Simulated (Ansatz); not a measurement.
Strength of the B–N bond: how K changes with temperature for BH(CH3)2(NH3) ⇌ BH(CH3)2 + NH3

Species: BH(CH3)2(NH3), singlet; BH(CH3)2, singlet; NH3 (ammonia) `N`, singlet. 

The electronic reaction energy at CCSD(T)/CBS estimate is +88.1 kJ/mol. Shapes: PBE0-D4/def2-TZVP. Programs: Ansatz 0.2.0. Enthalpy and entropy come from rigid-rotor, harmonic-oscillator sums on unscaled PBE0-D4/def2-TZVP wavenumbers, ideal gases at 1 bar. Symmetry numbers: BH(CH3)2(NH3) 1, BH(CH3)2 2, NH3 3. R = 8.3145 J/(mol K).

| T (K) | ΔH (kJ/mol) | ΔS (J/(mol K)) |
| --- | --- | --- |
| 800 | +71.6 | +157.8 |
| 1100 | +67.8 | +153.8 |
| 1400 | ? | ? |

Work out ln K at 800 and 1100 K, and from these estimate it at 1400 K.


1. 800 K: ΔG = +71.6 − 800 × (+157.8)/1000 = -54.6 kJ/mol; ln K = −ΔG/RT = +8.21.
2. 1100 K: ΔG = +67.8 − 1100 × (+153.8)/1000 = -101.4 kJ/mol; ln K = −ΔG/RT = +11.09.
3. Slope against 1000/T: (+11.09 − (+8.21))/(0.9091 − 1.2500) = -8.45, that is −ΔH/R with ΔH near +70 kJ/mol.
4. 1400 K: ln K = +8.21 + (-8.45) × (0.7143 − 1.2500) = +12.74.

The full sums give ΔH = +63.4 kJ/mol, ΔS = +150.3 J/(mol K), ΔG = -147.0 kJ/mol and ln K = +12.63 at 1400 K, so the line is off by +0.11 in ln K; without rounding the miss is +0.10, from the change of ΔH with temperature. The products are favoured over this whole range. The number of molecules rises, which sets the sign of ΔS, and lower pressure favours the products. An error of 10 kJ/mol in the energy moves ln K by 0.9 at 1400 K. Soft modes are treated as harmonic, which can err either way at these temperatures; the lowest are those of BH(CH3)2(NH3) (187 cm⁻¹), BH(CH3)2 (94 cm⁻¹). The CBS estimate extrapolates MP2 from def2-TZVPP and def2-QZVPP and adds CCSD(T) − MP2 in the triple-zeta set, cores frozen.

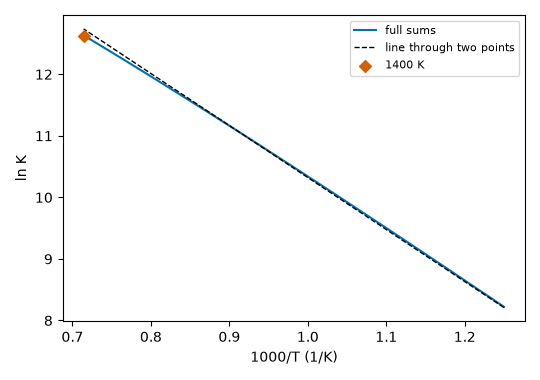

The van 't Hoff plot.
